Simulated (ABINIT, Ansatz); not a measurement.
# SnTe2 (Fm-3m): from the cell to the phonon bands, part 2 of 3

Aim: the phonon dispersion of SnTe2 (Fm-3m), checked by a second program.

ABINIT 10.8.3; DFT LDA, scalar-relativistic, plane waves, HGH norm-conserving pseudopotentials.

So far. Step 4 (Zone-centre response): The acoustic modes at Γ come out as far as 0.8 cm⁻¹ from zero, where they should vanish, a small numerical error. The relaxed cell has a = 7.245 Å (conventional setting).

The structure was built from a prototype and need not be the compound's stable phase.

**5. Phonons on a q mesh**

Linear response treats each wavevector in the unit cell, with no supercell; the 2×2×2 mesh fixes the range of the force constants to be had.

Input file dfpt_q.abi:

```
ndtset 2

# wavevectors
qpt1 0.5 0.0 0.0
qpt2 0.5 0.5 0.0

# displacements
getwfk_filepath "gso_WFK"
getwfq_filepath "gso_WFK"
kptopt 3
nqpt 1
rfphon 1
rfatpol 1 3
rfdir 1 1 1
tolvrs 1.0d-10
prtwf 0

# basis, mesh and filling
ecut 20.0
ixc 7
ngkpt 6 6 6
nshiftk 1
shiftk 0.0 0.0 0.0
istwfk *1
occopt 6
tsmear 0.01
nband 14
nstep 100
diemac 1000000.0
prtebands 0
prtgsr 0
useylm 1

# cell and atoms
acell 9.680526803 9.680526803 9.680526803
rprim 
    -0.7071067812 0.0 0.7071067812
    0.0 0.7071067812 0.7071067812
    -0.7071067812 0.7071067812 0.0
ntypat 2
znucl 50 52
natom 3
typat 1 2 2
xred 
    0.0 0.0 0.0
    0.75 0.75 0.75
    0.25 0.25 0.25
pp_dirpath "./pseudo"
pseudos "Sn.hgh, Te.hgh"
```

Launch:

```bash
$ OMP_NUM_THREADS=1 mpirun -n 4 abinit dfpt_q.abi > dfpt_q.log
```

Numbers of over 12 decimals in the logs are rounded to 6 here.

dfpt_q.abo, the main output file:

```text
[banners, grids, parts of the stress and lines that vanish by symmetry left out]
- input  file    -> dfpt_q.abi
- output file    -> dfpt_q.abo
- root for input  files -> dfpt_qi
[...]
DATASET    1 : space group Fm -3 m (#225); Bravais cF (face-center cubic)
[...]
nfft =       64000          nkpt =         216
[...]
DATASET    2 : space group Fm -3 m (#225); Bravais cF (face-center cubic)
[...]
nfft =       64000          nkpt =         216
[...]
== DATASET  1 ==================================================================
[...]
cutoff_energies: {ecut:  20.0, pawecutdg:  -1.0, }
[...]
Exchange-correlation functional for the present dataset will be:
  LDA: Perdew-Wang 92 LSD fit to Ceperley-Alder data - ixc=7
[...]
Perturbation : displacement of atom   1   along direction   1
[...]
-ETOT  1   1127.3875691048      9.970E+02 2.874E+00 8.941E+06
 ETOT  2   333.53871209590     -7.938E+02 4.745E-01 1.802E+06
 ETOT  3   18.799885358002     -3.147E+02 1.891E-01 1.396E+05
 ETOT  4   2.652357     -1.615E+01 1.910E-01 4.674E+03
 ETOT  5   2.197375     -4.550E-01 6.385E-02 2.633E+01
[...]
At SCF step   14       vres2   =  1.29E-11 < tolvrs=  1.00E-10 =>converged.
[...]
Perturbation : displacement of atom   1   along direction   2
[...]
-ETOT  1   35.457979526659     -7.803E+01 1.063E+00 1.020E+05
[...]
At SCF step   12       vres2   =  4.34E-12 < tolvrs=  1.00E-10 =>converged.
[...]
Perturbation : displacement of atom   2   along direction   1
[...]
-ETOT  1   2512.0144794120      2.130E+03 7.200E+00 2.094E+07
[...]
At SCF step   15       vres2   =  9.70E-11 < tolvrs=  1.00E-10 =>converged.
[...]
Perturbation : displacement of atom   2   along direction   2
[...]
-ETOT  1   123.34924065981     -2.205E+02 1.817E+00 3.601E+05
[...]
At SCF step   12       vres2   =  1.64E-11 < tolvrs=  1.00E-10 =>converged.
[...]
Phonon wavevector (reduced coordinates) :  0.50000  0.00000  0.00000
 Phonon energies in Hartree :
[...]
Phonon frequencies in cm-1    :
- -4.467365E+01 -3.560391E+01 -3.560391E+01  3.613511E+01  6.621914E+01
-  6.621914E+01  8.586150E+01  8.683835E+01  8.683835E+01
[...]
== DATASET  2 ==================================================================
[...]
cutoff_energies: {ecut:  20.0, pawecutdg:  -1.0, }
[...]
Exchange-correlation functional for the present dataset will be:
  LDA: Perdew-Wang 92 LSD fit to Ceperley-Alder data - ixc=7
[...]
Perturbation : displacement of atom   1   along direction   1
[...]
-ETOT  1   718.65579185762      5.942E+02 1.651E+00 4.397E+06
[...]
At SCF step   12       vres2   =  7.08E-11 < tolvrs=  1.00E-10 =>converged.
[...]
Perturbation : displacement of atom   2   along direction   1
[...]
-ETOT  1   715.15994460672      3.466E+02 1.483E+00 4.475E+06
[...]
ETOT 14   1.025731     -1.876E-12 1.610E-15 1.309E-10
 ETOT 15   1.025731     -2.160E-12 3.032E-16 5.238E-12
 At SCF step   15       vres2   =  5.24E-12 < tolvrs=  1.00E-10 =>converged.
[...]
Phonon wavevector (reduced coordinates) :  0.50000  0.50000  0.00000
 Phonon energies in Hartree :
[...]
Phonon frequencies in cm-1    :
- -7.177391E+01 -1.847077E+01 -1.847077E+01  4.434477E+01  4.434477E+01
-  7.099305E+01  8.254210E+01  9.658990E+01  9.658990E+01
[...]
strten1     0.0000000000E+00  0.0000000000E+00  0.0000000000E+00
           strten2     0.0000000000E+00  0.0000000000E+00  0.0000000000E+00
================================================================================
```

Wall time 6.3 min (4 MPI ranks of Intel Xeon Platinum 8488C (Sapphire Rapids), shared host); 25 min of CPU time.

This step gave:

* lowest mode on the q mesh (acoustic ones at the zone centre apart): -71.77 cm⁻¹

Frequencies (cm⁻¹) before the sum rule at the irreducible wavevectors but Γ, which is solved apart; negative means imaginary. Frequencies by wavevector:

| q (fractions) | star | mode 1 | mode 2 | mode 3 | mode 4 | mode 5 | mode 6 | mode 7 | mode 8 | mode 9 |
| --- | --- | --- | --- | --- | --- | --- | --- | --- | --- | --- |
| 0.5 0 0 | 4 | -44.67 | -35.6 | -35.6 | 36.14 | 66.22 | 66.22 | 85.86 | 86.84 | 86.84 |
| 0.5 0.5 0 | 3 | -71.77 | -18.47 | -18.47 | 44.34 | 44.34 | 70.99 | 82.54 | 96.59 | 96.59 |

**6. Interpolated phonon bands**

anaddb transforms the dynamical matrices to force constants and back along the path; points of the mesh come back as solved, but for the sum rule and, in polar crystals, the LO-TO term at Γ; the rest is interpolation.

Input file anaddb.abi:

```
ddb_filepath "all_DDB"
output_file "anaddb.abo"
outdata_prefix "anaddb"
ifcflag 1
ngqpt 2 2 2
nqshft 1
q1shft 0.0 0.0 0.0
asr 1
chneut 0
dipdip 0
dipquad 0
quadquad 0
enunit 0
eivec 0
nph1l 62
qph1l 
    0.0 0.0 0.0 1.0
    0.0 0.05 0.05 1.0
    0.0 0.1 0.1 1.0
    0.0 0.15 0.15 1.0
    0.0 0.2 0.2 1.0
    0.0 0.25 0.25 1.0
    0.0 0.3 0.3 1.0
    0.0 0.35 0.35 1.0
    0.0 0.4 0.4 1.0
    0.0 0.45 0.45 1.0
    0.0 0.5 0.5 1.0
    0.0 0.5125 0.4875 1.0
    0.0 0.525 0.475 1.0
    0.0 0.5375 0.4625 1.0
    0.0 0.55 0.45 1.0
    0.0 0.5625 0.4375 1.0
    0.0 0.575 0.425 1.0
    0.0 0.5875 0.4125 1.0
    0.0 0.6 0.4 1.0
    0.0 0.6125 0.3875 1.0
    0.0 0.625 0.375 1.0
    -0.375 0.375 0.0 1.0
    -0.3375 0.3375 0.0 1.0
    -0.3 0.3 0.0 1.0
    -0.2625 0.2625 0.0 1.0
    -0.225 0.225 0.0 1.0
    -0.1875 0.1875 0.0 1.0
    -0.15 0.15 0.0 1.0
    -0.1125 0.1125 0.0 1.0
    -0.075 0.075 0.0 1.0
    -0.0375 0.0375 0.0 1.0
    0.0 0.0 0.0 1.0
    0.0 0.05 0.0 1.0
    0.0 0.1 0.0 1.0
    0.0 0.15 0.0 1.0
    0.0 0.2 0.0 1.0
    0.0 0.25 0.0 1.0
    0.0 0.3 0.0 1.0
    0.0 0.35 0.0 1.0
    0.0 0.4 0.0 1.0
    0.0 0.45 0.0 1.0
    0.0 0.5 0.0 1.0
    -0.025 0.5 0.025 1.0
    -0.05 0.5 0.05 1.0
    -0.075 0.5 0.075 1.0
    -0.1 0.5 0.1 1.0
    -0.125 0.5 0.125 1.0
    -0.15 0.5 0.15 1.0
    -0.175 0.5 0.175 1.0
    -0.2 0.5 0.2 1.0
    -0.225 0.5 0.225 1.0
    -0.25 0.5 0.25 1.0
    -0.225 0.5 0.275 1.0
    -0.2 0.5 0.3 1.0
    -0.175 0.5 0.325 1.0
    -0.15 0.5 0.35 1.0
    -0.125 0.5 0.375 1.0
    -0.1 0.5 0.4 1.0
    -0.075 0.5 0.425 1.0
    -0.05 0.5 0.45 1.0
    -0.025 0.5 0.475 1.0
    0.0 0.5 0.5 1.0
```

Input file mrgddb.in:

```
all_DDB
merged
3
dfpt_gammao_DDB
dfpt_qo_DS1_DDB
dfpt_qo_DS2_DDB
```

Launch:

```bash
$ mrgddb < mrgddb.in > mrgddb.log
$ OMP_NUM_THREADS=1 anaddb anaddb.abi > anaddb.log
```

anaddb.abo, the main output file:

```text
[banners, grids, parts of the stress and lines that vanish by symmetry left out]
-outvars_anaddb: echo values of input variables ----------------------

 Flags :
[...]
Phonon wavevector (reduced coordinates) :  0.00000  0.00000  0.00000
 Phonon energies in Hartree :
[...]
Phonon frequencies in cm-1    :
-  0.000000E+00  0.000000E+00  0.000000E+00  7.964790E+01  7.964790E+01
-  7.964790E+01  8.256810E+01  8.256810E+01  8.256810E+01
[...]
Phonon wavevector (reduced coordinates) :  0.00000  0.05000  0.05000
 Phonon energies in Hartree :
[...]
Phonon frequencies in cm-1    :
- -5.107884E+00 -5.107884E+00  1.029180E+01  7.675276E+01  7.675276E+01
-  7.767811E+01  8.263238E+01  8.489468E+01  8.489468E+01
[...]
Phonon wavevector (reduced coordinates) :  0.00000  0.10000  0.10000
 Phonon energies in Hartree :
[...]
Phonon frequencies in cm-1    :
- -9.792810E+00 -9.792810E+00  2.047142E+01  7.171230E+01  7.228745E+01
-  7.228745E+01  8.279537E+01  8.771187E+01  8.771187E+01
[...]
Phonon wavevector (reduced coordinates) :  0.00000  0.15000  0.15000
 Phonon energies in Hartree :
[...]
Phonon frequencies in cm-1    :
- -1.367893E+01 -1.367893E+01  3.039892E+01  6.147034E+01  6.735842E+01
-  6.735842E+01  8.297869E+01  9.008178E+01  9.008178E+01
[...]
Phonon wavevector (reduced coordinates) :  0.00000  0.20000  0.20000
 Phonon energies in Hartree :
[...]
Phonon frequencies in cm-1    :
- -1.649493E+01 -1.649493E+01  3.988226E+01  4.584279E+01  6.224671E+01
-  6.224671E+01  8.308677E+01  9.199150E+01  9.199150E+01
  Phonon wavevector (reduced coordinates) :  0.00000  0.25000  0.25000
 Phonon energies in Hartree :
[...]
Phonon frequencies in cm-1    :
- -1.814262E+01 -1.814262E+01  1.723278E+01  4.866275E+01  5.725451E+01
-  5.725451E+01  8.305080E+01  9.348868E+01  9.348868E+01
  Phonon wavevector (reduced coordinates) :  0.00000  0.30000  0.30000
 Phonon energies in Hartree :
[...]
Phonon frequencies in cm-1    :
- -3.808413E+01 -1.876088E+01 -1.876088E+01  5.272319E+01  5.272319E+01
-  5.641697E+01  8.287067E+01  9.463614E+01  9.463614E+01
  Phonon wavevector (reduced coordinates) :  0.00000  0.35000  0.35000
 Phonon energies in Hartree :
[...]
Phonon frequencies in cm-1    :
- -5.456767E+01 -1.873353E+01 -1.873353E+01  4.899889E+01  4.899889E+01
-  6.278103E+01  8.263521E+01  9.549360E+01  9.549360E+01
  Phonon wavevector (reduced coordinates) :  0.00000  0.40000  0.40000
 Phonon energies in Hartree :
[...]
Phonon frequencies in cm-1    :
- -6.447095E+01 -1.854073E+01 -1.854073E+01  4.634561E+01  4.634561E+01
-  6.741278E+01  8.248890E+01  9.610036E+01  9.610036E+01
  Phonon wavevector (reduced coordinates) :  0.00000  0.45000  0.45000
 Phonon energies in Hartree :
[...]
Phonon frequencies in cm-1    :
- -6.998519E+01 -1.846077E+01 -1.846077E+01  4.483286E+01  4.483286E+01
-  7.012544E+01  8.250217E+01  9.646850E+01  9.646850E+01
  Phonon wavevector (reduced coordinates) :  0.00000  0.50000  0.50000
 Phonon energies in Hartree :
[...]
Phonon frequencies in cm-1    :
- -7.176770E+01 -1.846018E+01 -1.846018E+01  4.435481E+01  4.435481E+01
-  7.099344E+01  8.254749E+01  9.659277E+01  9.659277E+01
  Phonon wavevector (reduced coordinates) :  0.00000  0.51250  0.48750
 Phonon energies in Hartree :
[...]
Phonon frequencies in cm-1    :
- -7.164105E+01 -1.838817E+01 -1.834261E+01  4.390284E+01  4.430729E+01
-  7.116110E+01  8.244193E+01  9.658565E+01  9.659423E+01
  Phonon wavevector (reduced coordinates) :  0.00000  0.52500  0.47500
 Phonon energies in Hartree :
[...]
Phonon frequencies in cm-1    :
- -7.126171E+01 -1.817169E+01 -1.798600E+01  4.257237E+01  4.416700E+01
-  7.163337E+01  8.212724E+01  9.656403E+01  9.659756E+01
  Phonon wavevector (reduced coordinates) :  0.00000  0.53750  0.46250
 Phonon energies in Hartree :
[...]
Phonon frequencies in cm-1    :
- -7.063156E+01 -1.780931E+01 -1.737784E+01  4.042140E+01  4.394077E+01
-  7.233477E+01  8.160917E+01  9.652717E+01  9.659999E+01
[...]
Phonon wavevector (reduced coordinates) : -0.02500  0.50000  0.02500
 Phonon energies in Hartree :
[...]
Phonon frequencies in cm-1    :
- -4.430081E+01 -3.668942E+01 -3.511063E+01  3.797933E+01  6.459484E+01
-  6.532080E+01  8.607161E+01  8.712745E+01  8.747694E+01
  Phonon wavevector (reduced coordinates) : -0.05000  0.50000  0.05000
 Phonon energies in Hartree :
[...]
Phonon frequencies in cm-1    :
- -4.327805E+01 -3.919229E+01 -3.363759E+01  4.243360E+01  6.031972E+01
-  6.278367E+01  8.612902E+01  8.781790E+01  8.936544E+01
  Phonon wavevector (reduced coordinates) : -0.07500  0.50000  0.07500
 Phonon energies in Hartree :
[...]
Phonon frequencies in cm-1    :
- -4.190248E+01 -4.180248E+01 -3.113066E+01  4.789350E+01  5.431194E+01
-  5.897468E+01  8.608494E+01  8.857958E+01  9.162743E+01
  Phonon wavevector (reduced coordinates) : -0.10000  0.50000  0.10000
 Phonon energies in Hartree :
[...]
Phonon frequencies in cm-1    :
- -4.416509E+01 -4.018237E+01 -2.755646E+01  4.711523E+01  5.302827E+01
-  5.461521E+01  8.604083E+01  8.914859E+01  9.376489E+01
  Phonon wavevector (reduced coordinates) : -0.12500  0.50000  0.12500
 Phonon energies in Hartree :
[...]
Phonon frequencies in cm-1    :
- -4.574174E+01 -3.879127E+01 -2.295345E+01  3.911390E+01  4.843659E+01
-  5.892031E+01  8.604007E+01  8.937608E+01  9.560874E+01
  Phonon wavevector (reduced coordinates) : -0.15000  0.50000  0.15000
 Phonon energies in Hartree :
[...]
Phonon frequencies in cm-1    :
- -4.658724E+01 -3.804684E+01 -1.752826E+01  3.089367E+01  4.222843E+01
-  6.376062E+01  8.610175E+01  8.920172E+01  9.711092E+01
[...]
Phonon wavevector (reduced coordinates) : -0.02500  0.50000  0.47500
 Phonon energies in Hartree :
[...]
Phonon frequencies in cm-1    :
- -7.151406E+01 -1.834056E+01 -1.820060E+01  4.377604E+01  4.393361E+01
-  7.132836E+01  8.233901E+01  9.647137E+01  9.670100E+01
  Phonon wavevector (reduced coordinates) :  0.00000  0.50000  0.50000
 Phonon energies in Hartree :
[...]
Phonon frequencies in cm-1    :
- -7.176770E+01 -1.846018E+01 -1.846018E+01  4.435481E+01  4.435481E+01
-  7.099344E+01  8.254749E+01  9.659277E+01  9.659277E+01
-
```

Run time: 0.69 s. Hardware: 1 thread.

This step gave:

```
lowest frequency on the path : -71.77 cm⁻¹
```

Anaddb. Phonon branches along the path, in cm⁻¹:

```
    point  branch 1  branch 2  branch 3  branch 4  branch 5  branch 6  branch 7  branch 8  branch 9
        Γ         0         0         0        80        80        80        83        83        83
        X       -72       -18       -18        44        44        71        82        97        97
        U       -60       -17       -11         9        42        73        78        96        96
jump to K       -60       -17       -11         9        42        73        78        96        96
        Γ         0         0         0        80        80        80        83        83        83
        L       -45       -36       -36        36        66        66        86        87        87
        W       -46       -41       -12        21        21        75        86        86       100
        X       -72       -18       -18        44        44        71        82        97        97
```

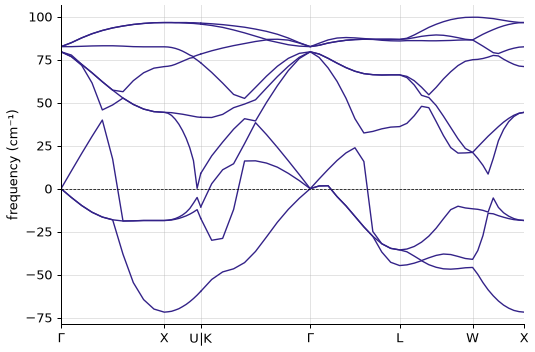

Phonon branches along the path.

The path dips to 72i cm⁻¹.

**7. Sums over the zone**

Sums over the zone need many more wavevectors than were solved, so the interpolation is sampled on a dense mesh.

Input file anaddb.abi:

```
ddb_filepath "all_DDB"
output_file "anaddb.abo"
outdata_prefix "anaddb"
ifcflag 1
ngqpt 2 2 2
nqshft 1
q1shft 0.0 0.0 0.0
asr 1
chneut 0
dipdip 0
dipquad 0
quadquad 0
prtdos 2
ng2qpt 11 11 11
dosdeltae 4.5563e-06
ntemper 11
temperinc 100.0
tempermin 0.0
```

Launch:

```bash
$ OMP_NUM_THREADS=1 anaddb anaddb.abi > anaddb.log
```

anaddb.abo, the main output file:

```text
-outvars_anaddb: echo values of input variables ----------------------

 Flags :
     ifcflag         1
 Miscellaneous information :
         asr         1
      chneut         0
 Interatomic Force Constants Inputs :
      dipdip         0
     dipquad         0
    quadquad         0
      ifcana         0
      ifcout         0
 Description of grid 1 :
        brav         1
       ngqpt         2         2         2
      nqshft         1
      q1shft
                     0.00000000E+00  0.00000000E+00  0.00000000E+00
 Phonon DOS information :
   dosdeltae  4.55630000E-06
    dossmear  4.55633525E-06
 Description of grid 2 (Fourier interp. or BZ sampling):
      ng2qpt        11        11        11
      ngrids         4
      q2shft         0.00000000E+00  0.00000000E+00  0.00000000E+00

================================================================================

 read the DDB information and perform some checks

  ==== Info on the Cryst% object ====
 Real(R)+Recip(G) space primitive vectors, cartesian coordinates (Bohr,Bohr^-1):
 R(1)= -6.8451661  0.0000000  6.8451661  G(1)= -0.0730442 -0.0730442  0.0730442
 R(2)=  0.0000000  6.8451661  6.8451661  G(2)=  0.0730442  0.0730442  0.0730442
 R(3)= -6.8451661  6.8451661  0.0000000  G(3)= -0.0730442  0.0730442 -0.0730442
 Unit cell volume ucvol=  6.4147831E+02 bohr^3
 Angles (23,13,12)=  6.00000000E+01  6.00000000E+01  6.00000000E+01 degrees
 Time-reversal symmetry is present
 Reduced atomic positions [iatom, xred, symbol]:
    1)    0.0000000  0.0000000  0.0000000  Sn
    2)    0.7500000  0.7500000  0.7500000  Te
    3)    0.2500000  0.2500000  0.2500000  Te

 DDB file with 3 blocks has been read.

================================================================================

 Calculation of the interatomic forces

       Homogeneous q point set in the B.Z.
 Grid q points  :        8
  1)   0.00000000E+00  0.00000000E+00  0.00000000E+00
  2)   5.00000000E-01  0.00000000E+00  0.00000000E+00
  3)   0.00000000E+00  5.00000000E-01  0.00000000E+00
  4)   5.00000000E-01  5.00000000E-01  0.00000000E+00
  5)   0.00000000E+00  0.00000000E+00  5.00000000E-01
  6)   5.00000000E-01  0.00000000E+00  5.00000000E-01
  7)   0.00000000E+00  5.00000000E-01  5.00000000E-01
  8)   5.00000000E-01  5.00000000E-01  5.00000000E-01

 The interatomic forces have been obtained

================================================================================

 Calculation of phonon density of states

 Average speed of sound partial sums:     0.3043158095E-03 (at units)
-                                   =           0.6657 [km/s]

 Debye frequency from partial sums:     0.1375352995E-03 (Ha)
-                                 =     0.9049387985E+00 (THz)
-Debye temperature from partial sums:     0.4343021260E+02 (K)

 Average speed of sound:     0.2607233773E-04 (at units)
-                      =           0.0570 [km/s]

 Debye frequency from DOS:     0.1178337328E-04 (Ha)
-                        =     0.7753087170E-01 (THz)
-Debye temperature from DOS:     0.3720894990E+01 (K)

-
```

Elapsed: 0.75 s, on 1 thread.

Numbers from this step:

| Quantity | Value |
| --- | --- |
| share of modes beyond 3i cm⁻¹ on the dense interpolated mesh | 0.2808 |

The phonon density of states has structure finer than the step of the table below, so its rows give means over 10 cm⁻¹, whole bins alone (the curve runs from -102 to 126 cm⁻¹). Peaks (cm⁻¹: height): -48.8: 0.0587, -17.8: 0.0835, 42.2: 0.104, 58.2: 0.104, 86.2: 0.310, 90.2: 0.242.

Tetrahedra. Phonon density of states against wavenumber; means over each step:

| wavenumber (cm⁻¹) | phonon density of states (1/cm⁻¹/cell) |
| --- | --- |
| -80 | 0 |
| -70 | 0.00284 |
| -60 | 0.0139 |
| -50 | 0.0389 |
| -40 | 0.0325 |
| -30 | 0.0496 |
| -20 | 0.0611 |
| -10 | 0.0490 |
| 0 | 0.0192 |
| 10 | 0.0105 |
| 20 | 0.0245 |
| 30 | 0.0377 |
| 40 | 0.0748 |
| 50 | 0.0580 |
| 60 | 0.0846 |
| 70 | 0.0402 |
| 80 | 0.0555 |
| 90 | 0.194 |
| 100 | 0.0514 |
| 110 | 0 |

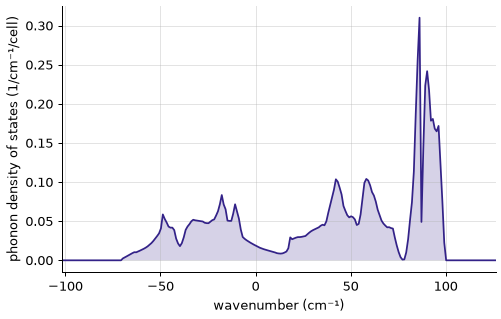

Phonon density of states, plotted against wavenumber.

[end of part 2 of 3]

[Host names and launcher messages were left out of these logs when they were recorded.]

[Logs are printed without paths, hosts, clocks, repeated set-up lines and the standing remarks that a program may print on its own settings, such as how far it seeks lower states.]

[Hosts, paths, dates, database ids (printed as entryN), source tags and the programs' standing remarks are cut or masked in the printed files.]
